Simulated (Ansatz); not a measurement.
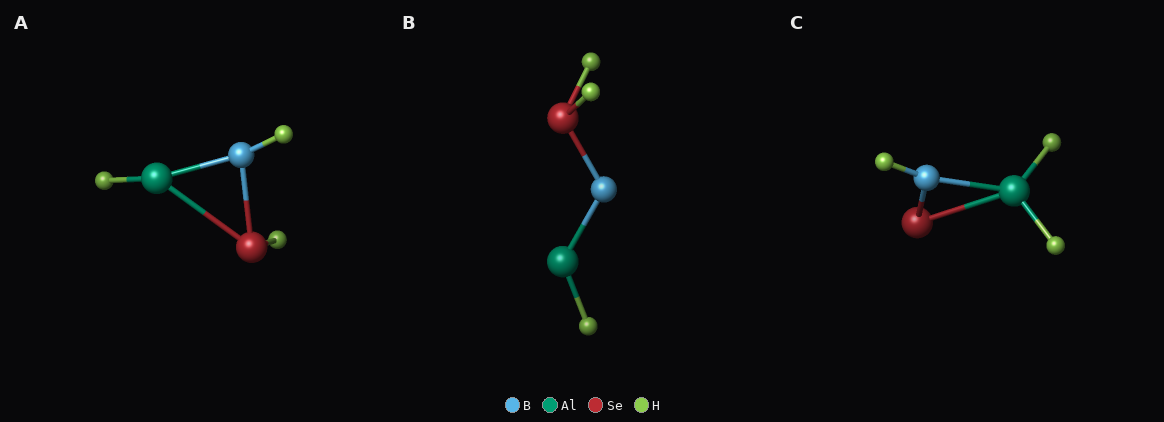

3 stationary structures of one formula. State: charge −1, singlet. Geometries: PBE0-D4/def2-TZVPD. Electronic energies: RHF-CCSD(T) (frozen core)/def2-TZVPPD (Ansatz 0.2.0), without zero-point energy. No frequency run is at hand to confirm each as a minimum.

> Which is lowest in energy, and by how much?

C is lowest (Cs); A lies 221.2 kJ/mol above it (C1), B lies 510.4 kJ/mol above it (Cs).
